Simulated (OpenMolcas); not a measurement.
## How methods differ on B2 (SMILES B#B)

B2 has 2 atoms, charge 0, and is taken as a triplet. SMILES: `B#B`. Geometry: relaxed at GFN2-xTB.

```xyz
2

B     0.0000    0.0000    0.0000
B     0.0000    0.0000    1.4051
```

Quantity: the energy change with the B1–B2 bond stretched from 1.405 to 3.513 Å, in eV. The values are calculated.

```csv
level,kind,program,value (eV),less FCI/pcseg-0,CPU time (all runs)
"CASPT2(6,8)/pcseg-0",multireference,OpenMolcas,1.49,-0.03,4.2 s
"CASSCF(6,8)/pcseg-0",multireference,OpenMolcas,1.12,-0.40,3.7 s
"MC-PDFT[tPBE](6,8)/pcseg-0",multireference,OpenMolcas,2.13,+0.61,3.8 s
"SC-NEVPT2(6,8)/pcseg-0",multireference,OpenMolcas,1.51,-0.01,5 s
FCI/3-21G,exact in the basis,OpenMolcas,1.55,+0.03,23 s
FCI/pcseg-0,exact in the basis,OpenMolcas,1.52,0.00,34 s
```

FCI/pcseg-0 is exact within its basis and frozen core, so for wave-function methods in that basis the difference is their error. The first shape isn't each level's own minimum. The values span 1.12 to 2.13 eV. All rows use very small basis sets, so none should be taken for the real molecule's value. CPU times are rough (shared hosts, several kinds of processor): they show what a rung costs within a factor of a few.

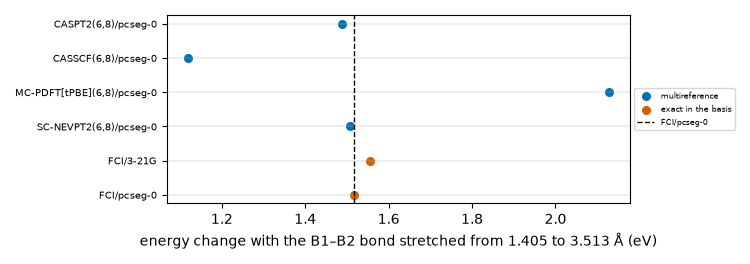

The values of the table, level by level.
